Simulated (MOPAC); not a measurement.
**Geometry relaxation, with input and output: Ga2H4Cl2 (part 2 of 2)**

Continued. System: Ga2H4Cl2, SMILES [Cl+]1[GaH2-][Cl+][GaH2-]1. Method: PM6-DH+, closed shell, dispersion DH+ (MOPAC 23.2.5). The atoms were displaced at random from an optimised geometry.

Geometry of the input (Å):
```
Cl -1.5424  0.2815  -0.6094
Ga 0.1470  1.6132  0.3430
Cl 1.5335  -0.2471  0.6214
Ga -0.1367  -1.6339  -0.3290
H  0.7468  2.4477  -0.8367
H  -0.3526  2.0091  1.7434
H  0.3551  -2.0099  -1.7494
H  -0.7461  -2.4344  0.8527
```

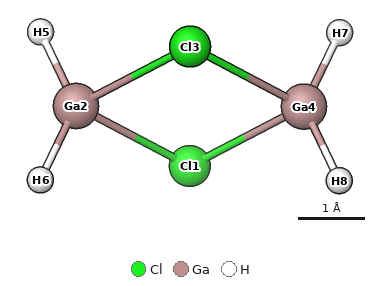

Fig. 1: The geometry at step 15 of the log (ball-and-stick view, seen at a tilt; atoms are numbered from 1 in the order of the input).

Trajectory as extended XYZ, continued
```
8
Properties=species:S:1:pos:R:3:forces:R:3 step=5 energy=-4.29228
Cl   -1.4461    0.2444   -0.5670   -0.0932   0.0653  -0.0510
Ga    0.1491    1.6817    0.3468   -0.1392  -0.0216   0.4457
Cl    1.4505   -0.2459    0.5850    0.0261  -0.0036   0.0209
Ga   -0.1477   -1.6762   -0.3398    0.0658  -0.0565  -0.0787
H     0.7418    2.4030   -0.7869    0.1150   0.1915  -0.2415
H    -0.3531    1.9835    1.7190    0.0620   0.0080  -0.1500
H     0.3522   -1.9805   -1.6993    0.0210  -0.0535  -0.0763
H    -0.7424   -2.3993    0.8003   -0.0575  -0.1295   0.1310
8
Properties=species:S:1:pos:R:3:forces:R:3 step=6 energy=-4.29771
Cl   -1.4479    0.2471   -0.5707   -0.0012   0.0159  -0.0114
Ga    0.1493    1.6855    0.3522    0.0078   0.0151   0.0086
Cl    1.4515   -0.2450    0.5834   -0.0193  -0.0062   0.0033
Ga   -0.1475   -1.6824   -0.3401    0.0108  -0.0187  -0.0184
H     0.7428    2.4068   -0.7994   -0.0017   0.0469   0.0018
H    -0.3525    1.9853    1.7151    0.0075   0.0440   0.0139
H     0.3524   -1.9829   -1.7039   -0.0052  -0.0428  -0.0069
H    -0.7431   -2.4028    0.8103    0.0013  -0.0541   0.0090
8
Properties=species:S:1:pos:R:3:forces:R:3 step=7 energy=-4.29820
Cl   -1.4474    0.2477   -0.5710    0.0166   0.0043  -0.0043
Ga    0.1495    1.6874    0.3530    0.0069   0.0055  -0.0087
Cl    1.4505   -0.2449    0.5828   -0.0239  -0.0043   0.0017
Ga   -0.1473   -1.6848   -0.3404   -0.0036  -0.0057  -0.0040
H     0.7428    2.4090   -0.7997   -0.0080   0.0370   0.0163
H    -0.3523    1.9874    1.7160    0.0093   0.0411   0.0098
H     0.3522   -1.9850   -1.7048   -0.0091  -0.0396   0.0028
H    -0.7430   -2.4054    0.8116    0.0118  -0.0382  -0.0136
8
Properties=species:S:1:pos:R:3:forces:R:3 step=8 energy=-4.29945
Cl   -1.4443    0.2488   -0.5708    0.0471  -0.0229   0.0082
Ga    0.1501    1.6928    0.3548   -0.0006  -0.0045  -0.0292
Cl    1.4462   -0.2444    0.5802   -0.0227   0.0003   0.0037
Ga   -0.1471   -1.6913   -0.3409   -0.0315   0.0301   0.0171
H     0.7423    2.4186   -0.7982   -0.0207   0.0093   0.0440
H    -0.3510    1.9969    1.7186    0.0175   0.0244  -0.0140
H     0.3513   -1.9944   -1.7055   -0.0122  -0.0284   0.0094
H    -0.7422   -2.4157    0.8114    0.0232  -0.0083  -0.0393
8
Properties=species:S:1:pos:R:3:forces:R:3 step=9 energy=-4.30029
Cl   -1.4405    0.2485   -0.5697    0.0449  -0.0264   0.0079
Ga    0.1504    1.6967    0.3556   -0.0081  -0.0232  -0.0214
Cl    1.4420   -0.2443    0.5783   -0.0125   0.0082   0.0090
Ga   -0.1473   -1.6950   -0.3414   -0.0389   0.0163   0.0175
H     0.7416    2.4285   -0.7931   -0.0108   0.0057   0.0212
H    -0.3493    2.0067    1.7183    0.0126   0.0112  -0.0057
H     0.3502   -2.0046   -1.7061   -0.0180  -0.0107   0.0265
H    -0.7410   -2.4264    0.8090    0.0309   0.0189  -0.0551
8
Properties=species:S:1:pos:R:3:forces:R:3 step=10 energy=-4.30072
Cl   -1.4370    0.2478   -0.5681    0.0221  -0.0233  -0.0015
Ga    0.1506    1.6983    0.3557   -0.0013   0.0099  -0.0108
Cl    1.4391   -0.2435    0.5774   -0.0027   0.0018   0.0117
Ga   -0.1481   -1.6967   -0.3418   -0.0200   0.0319   0.0075
H     0.7411    2.4372   -0.7901   -0.0176  -0.0161   0.0296
H    -0.3476    2.0149    1.7186    0.0161  -0.0051  -0.0228
H     0.3488   -2.0129   -1.7035   -0.0035  -0.0038  -0.0100
H    -0.7396   -2.4340    0.8025    0.0068   0.0047  -0.0037
8
Properties=species:S:1:pos:R:3:forces:R:3 step=11 energy=-4.30083
Cl   -1.4364    0.2465   -0.5674    0.0032  -0.0029  -0.0081
Ga    0.1506    1.6978    0.3551   -0.0022  -0.0086   0.0041
Cl    1.4392   -0.2436    0.5781   -0.0014   0.0042   0.0111
Ga   -0.1486   -1.6951   -0.3421   -0.0048  -0.0064  -0.0028
H     0.7407    2.4376   -0.7876   -0.0005   0.0027  -0.0088
H    -0.3470    2.0155    1.7165    0.0045  -0.0012   0.0053
H     0.3485   -2.0139   -1.7041   -0.0087   0.0030   0.0075
H    -0.7393   -2.4347    0.8018    0.0099   0.0092  -0.0083
8
Properties=species:S:1:pos:R:3:forces:R:3 step=12 energy=-4.30085
Cl   -1.4368    0.2464   -0.5675    0.0020  -0.0006  -0.0083
Ga    0.1506    1.6973    0.3550   -0.0001  -0.0014   0.0023
Cl    1.4397   -0.2434    0.5785   -0.0038   0.0005   0.0090
Ga   -0.1487   -1.6946   -0.3421   -0.0001  -0.0005  -0.0025
H     0.7407    2.4366   -0.7885   -0.0040   0.0002  -0.0019
H    -0.3470    2.0144    1.7167    0.0057  -0.0004   0.0011
H     0.3485   -2.0128   -1.7039   -0.0055   0.0001   0.0000
H    -0.7392   -2.4333    0.8017    0.0057   0.0021   0.0003
8
Properties=species:S:1:pos:R:3:forces:R:3 step=13 energy=-4.30086
Cl   -1.4370    0.2462   -0.5676    0.0015   0.0015  -0.0081
Ga    0.1507    1.6971    0.3550    0.0001   0.0007   0.0013
Cl    1.4398   -0.2433    0.5787   -0.0046  -0.0015   0.0077
Ga   -0.1488   -1.6944   -0.3422    0.0022   0.0007  -0.0018
H     0.7405    2.4363   -0.7888   -0.0051  -0.0007   0.0003
H    -0.3468    2.0142    1.7168    0.0057  -0.0001  -0.0001
H     0.3482   -2.0125   -1.7039   -0.0045  -0.0005  -0.0018
H    -0.7389   -2.4329    0.8017    0.0046   0.0000   0.0024
8
Properties=species:S:1:pos:R:3:forces:R:3 step=14 energy=-4.30088
Cl   -1.4372    0.2457   -0.5678    0.0015   0.0080  -0.0059
Ga    0.1509    1.6968    0.3549   -0.0009   0.0047  -0.0022
Cl    1.4399   -0.2430    0.5796   -0.0062  -0.0077   0.0030
Ga   -0.1490   -1.6941   -0.3426    0.0074   0.0031   0.0012
H     0.7395    2.4359   -0.7900   -0.0072  -0.0030   0.0051
H    -0.3455    2.0137    1.7173    0.0048   0.0005  -0.0026
H     0.3470   -2.0123   -1.7044   -0.0017  -0.0014  -0.0044
H    -0.7377   -2.4318    0.8023    0.0022  -0.0043   0.0058
8
Properties=species:S:1:pos:R:3:forces:R:3 step=15 energy=-4.30089
Cl   -1.4371    0.2457   -0.5680    0.0022   0.0090  -0.0044
Ga    0.1510    1.6969    0.3550   -0.0020   0.0044  -0.0031
Cl    1.4397   -0.2429    0.5800   -0.0052  -0.0085   0.0013
Ga   -0.1489   -1.6942   -0.3428    0.0071   0.0031   0.0023
H     0.7386    2.4360   -0.7904   -0.0066  -0.0032   0.0051
H    -0.3444    2.0139    1.7176    0.0037   0.0005  -0.0026
H     0.3461   -2.0125   -1.7049   -0.0010  -0.0009  -0.0036
H    -0.7367   -2.4316    0.8028    0.0017  -0.0044   0.0050
8
Properties=species:S:1:pos:R:3:forces:R:3 step=16 energy=-4.30093
Cl   -1.4367    0.2461   -0.5689    0.0044   0.0045   0.0014
Ga    0.1510    1.6972    0.3551   -0.0049  -0.0006  -0.0029
Cl    1.4384   -0.2434    0.5812    0.0026  -0.0033  -0.0024
Ga   -0.1485   -1.6945   -0.3432   -0.0009   0.0001   0.0037
H     0.7348    2.4367   -0.7915   -0.0004  -0.0011   0.0000
H    -0.3399    2.0151    1.7190   -0.0011  -0.0005   0.0000
H     0.3421   -2.0141   -1.7069   -0.0001   0.0023   0.0026
H    -0.7323   -2.4317    0.8050    0.0003  -0.0014  -0.0024
8
Properties=species:S:1:pos:R:3:forces:R:3 step=17 energy=-4.30093
Cl   -1.4367    0.2462   -0.5687    0.0030   0.0026  -0.0005
Ga    0.1508    1.6971    0.3550   -0.0026   0.0000  -0.0016
Cl    1.4387   -0.2435    0.5808    0.0015  -0.0016  -0.0004
Ga   -0.1485   -1.6944   -0.3429   -0.0007   0.0003   0.0022
H     0.7356    2.4365   -0.7911   -0.0009  -0.0008   0.0000
H    -0.3409    2.0148    1.7187    0.0000  -0.0004   0.0001
H     0.3430   -2.0137   -1.7064   -0.0006   0.0016   0.0011
H    -0.7332   -2.4319    0.8045    0.0003  -0.0017  -0.0007
8
Properties=species:S:1:pos:R:3:forces:R:3 step=18 energy=-4.30093
Cl   -1.4366    0.2465   -0.5688    0.0011  -0.0004  -0.0015
Ga    0.1506    1.6970    0.3550    0.0002   0.0004  -0.0002
Cl    1.4389   -0.2437    0.5805    0.0011   0.0012   0.0008
Ga   -0.1484   -1.6943   -0.3427   -0.0012   0.0000   0.0005
H     0.7357    2.4364   -0.7910   -0.0005  -0.0001  -0.0002
H    -0.3411    2.0146    1.7187    0.0004  -0.0004   0.0002
H     0.3432   -2.0134   -1.7061   -0.0008   0.0010   0.0001
H    -0.7334   -2.4320    0.8044   -0.0002  -0.0016   0.0002
8
Properties=species:S:1:pos:R:3:forces:R:3 step=19 energy=-4.30093
Cl   -1.4366    0.2465   -0.5689    0.0007  -0.0006  -0.0012
Ga    0.1506    1.6970    0.3550    0.0006   0.0004  -0.0001
Cl    1.4389   -0.2437    0.5805    0.0010   0.0013   0.0006
Ga   -0.1484   -1.6943   -0.3427   -0.0010   0.0000   0.0005
H     0.7355    2.4363   -0.7911   -0.0004   0.0000  -0.0002
H    -0.3410    2.0146    1.7188    0.0002  -0.0004   0.0002
H     0.3430   -2.0133   -1.7061   -0.0007   0.0009   0.0000
H    -0.7333   -2.4321    0.8044   -0.0004  -0.0015   0.0002
8
Properties=species:S:1:pos:R:3:forces:R:3 step=20 energy=-4.30094
Cl   -1.4364    0.2466   -0.5693   -0.0006  -0.0005   0.0002
Ga    0.1505    1.6970    0.3552    0.0016   0.0002  -0.0004
Cl    1.4390   -0.2437    0.5805   -0.0003   0.0005  -0.0001
Ga   -0.1486   -1.6943   -0.3425    0.0005   0.0000   0.0004
H     0.7349    2.4362   -0.7913   -0.0001   0.0005   0.0002
H    -0.3403    2.0144    1.7192   -0.0004  -0.0005  -0.0002
H     0.3424   -2.0130   -1.7062   -0.0001   0.0003  -0.0002
H    -0.7327   -2.4326    0.8047   -0.0007  -0.0005   0.0001
8
Properties=species:S:1:pos:R:3:forces:R:3 step=21 energy=-4.30094
Cl   -1.4364    0.2465   -0.5692   -0.0002  -0.0003   0.0000
Ga    0.1505    1.6970    0.3552    0.0011   0.0002  -0.0004
Cl    1.4390   -0.2436    0.5805   -0.0002   0.0002   0.0002
Ga   -0.1486   -1.6944   -0.3425    0.0003  -0.0001   0.0005
H     0.7351    2.4363   -0.7912   -0.0002   0.0004   0.0000
H    -0.3405    2.0144    1.7191   -0.0003  -0.0004  -0.0002
H     0.3425   -2.0130   -1.7062   -0.0002   0.0003  -0.0001
H    -0.7329   -2.4326    0.8046   -0.0004  -0.0005   0.0000
8
Properties=species:S:1:pos:R:3:forces:R:3 step=22 energy=-4.30094
Cl   -1.4364    0.2465   -0.5692    0.0002   0.0001   0.0000
Ga    0.1506    1.6970    0.3552    0.0003   0.0000  -0.0004
Cl    1.4390   -0.2436    0.5804   -0.0001  -0.0003   0.0004
Ga   -0.1486   -1.6944   -0.3425    0.0003  -0.0001   0.0004
H     0.7352    2.4364   -0.7911   -0.0003   0.0004  -0.0002
H    -0.3407    2.0144    1.7190   -0.0001  -0.0003  -0.0001
H     0.3427   -2.0129   -1.7061   -0.0003   0.0003   0.0000
H    -0.7331   -2.4327    0.8044    0.0000  -0.0001  -0.0001
8
Properties=species:S:1:pos:R:3:forces:R:3 step=23 energy=-4.30094
Cl   -1.4364    0.2465   -0.5692    0.0001   0.0002   0.0001
Ga    0.1506    1.6970    0.3551    0.0002   0.0000  -0.0003
Cl    1.4390   -0.2436    0.5804   -0.0001  -0.0004   0.0003
Ga   -0.1486   -1.6944   -0.3425    0.0002  -0.0001   0.0003
H     0.7352    2.4364   -0.7911   -0.0002   0.0004  -0.0002
H    -0.3407    2.0143    1.7190   -0.0001  -0.0003  -0.0001
H     0.3426   -2.0129   -1.7062   -0.0002   0.0002   0.0000
H    -0.7331   -2.4328    0.8044    0.0001   0.0000  -0.0001
8
Properties=species:S:1:pos:R:3:forces:R:3 step=24 energy=-4.30094
Cl   -1.4364    0.2465   -0.5692    0.0000   0.0000   0.0001
Ga    0.1506    1.6970    0.3551    0.0000  -0.0001   0.0000
Cl    1.4390   -0.2436    0.5805   -0.0001  -0.0002   0.0000
Ga   -0.1486   -1.6944   -0.3425   -0.0001  -0.0001   0.0000
H     0.7350    2.4366   -0.7912    0.0000   0.0001   0.0000
H    -0.3407    2.0141    1.7190    0.0000   0.0001   0.0000
H     0.3424   -2.0126   -1.7063    0.0001   0.0000   0.0000
H    -0.7330   -2.4331    0.8043    0.0001   0.0002  -0.0001
8
Properties=species:S:1:pos:R:3:forces:R:3 step=25 energy=-4.30094
Cl   -1.4364    0.2465   -0.5692    0.0000   0.0000   0.0000
Ga    0.1506    1.6970    0.3551    0.0000  -0.0001   0.0000
Cl    1.4390   -0.2436    0.5805    0.0000  -0.0002   0.0000
Ga   -0.1486   -1.6944   -0.3425   -0.0001  -0.0001   0.0000
H     0.7350    2.4366   -0.7912    0.0000   0.0001   0.0000
H    -0.3407    2.0141    1.7190    0.0000   0.0001   0.0000
H     0.3425   -2.0126   -1.7063    0.0001   0.0001   0.0000
H    -0.7330   -2.4330    0.8043    0.0001   0.0001   0.0000
```

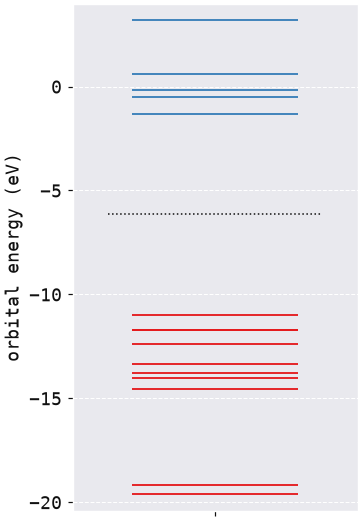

Fig. 2: Orbital energies near the frontier; the dotted line parts filled from empty levels, and levels within 0.02 eV of each other stand side by side. Highest filled −11.00 eV, lowest empty −1.31 eV, 9.69 eV apart.

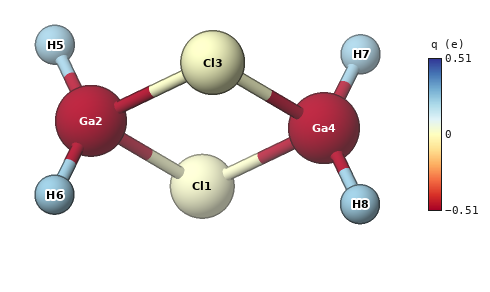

Fig. 3: Mulliken charges, as the colour of each atom (ball-and-stick view, seen at a tilt; atoms are numbered from 1 in the order of the input). By element: Cl +0.01, Ga −0.49 and H +0.24 e.
